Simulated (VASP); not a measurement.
Band structure of WSe2 (2H layered). Calculation: vdW-DF2, VASP's PBE PAW potentials (set 64) (plane waves; VASP).

Unless said otherwise, spin-orbit coupling is left out, though it shifts the bands of the heavy elements here.

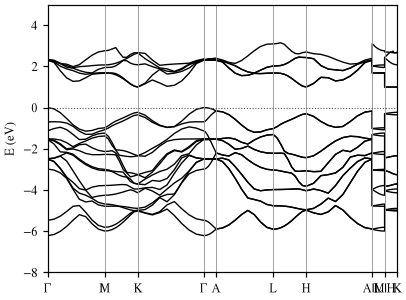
Fig. 1. Bands along high-symmetry lines, zero at the valence-band maximum or, without a gap, the Fermi level

Q: Read the plot: is there a gap, and where are the band edges?

A: The gap is indirect, 1.00 eV, from the valence maximum at Γ to the conduction minimum at K. (Edges off the drawn lines would not show.)

The compound is WSe2 in the 2H layered structure. It was relaxed first, which changed the volume by +16 %.
